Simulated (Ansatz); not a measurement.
```sh
ansatz run in.yaml --threads 2 --pin off --events-out ev --progress --plain --max-ram 22528MiB --backend cuda --devices 0, --max-vram 18GiB
```

```yaml
crystal:
  periodic: [false, false, false]
  atoms:
    - {symbol: C, position_ang: [-1.793750, 0.517332, 0.196127]}
    - {symbol: Ge, position_ang: [0.095839, 0.290636, -0.205294]}
    - {symbol: C, position_ang: [1.214140, 0.364792, 1.384340]}
    - {symbol: C, position_ang: [0.447253, -1.280565, -1.296562]}
    - {symbol: Cl, position_ang: [0.664008, 2.010132, -1.423185]}
    - {symbol: H, position_ang: [-1.952442, 1.448909, 0.740195]}
    - {symbol: H, position_ang: [-2.150391, -0.313985, 0.808378]}
    - {symbol: H, position_ang: [-2.372321, 0.547999, -0.727639]}
    - {symbol: H, position_ang: [1.040504, 1.297525, 1.921820]}
    - {symbol: H, position_ang: [2.266887, 0.311845, 1.105152]}
    - {symbol: H, position_ang: [0.982182, -0.472406, 2.046479]}
    - {symbol: H, position_ang: [0.185749, -2.186899, -0.745829]}
    - {symbol: H, position_ang: [1.503637, -1.323098, -1.563527]}
    - {symbol: H, position_ang: [-0.144294, -1.241515, -2.211753]}
basis:
  gaussian: {orbitals: def2-TZVPP}
total_charge: 1
magnetization: {spin_polarized: true, initial_magnetization: 1}
hamiltonian: {xc: r2scan, dispersion: d4}
```

Geometry: the geometry of the neutral molecule.

Describe the molecule in this file.

The species is C₃H₉ClGe⁺. It is an open-shell species. Coordination: 3 C tetrahedral; 1 Ge tetrahedral.

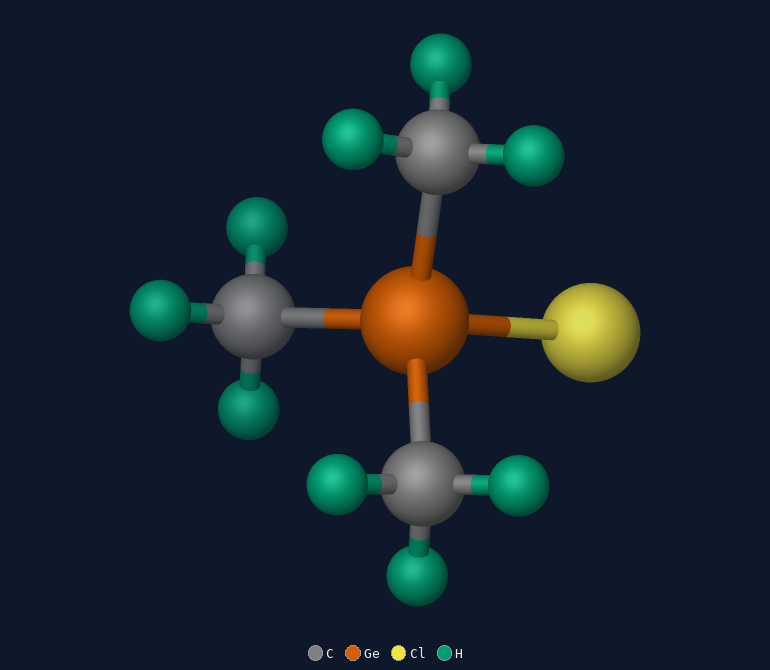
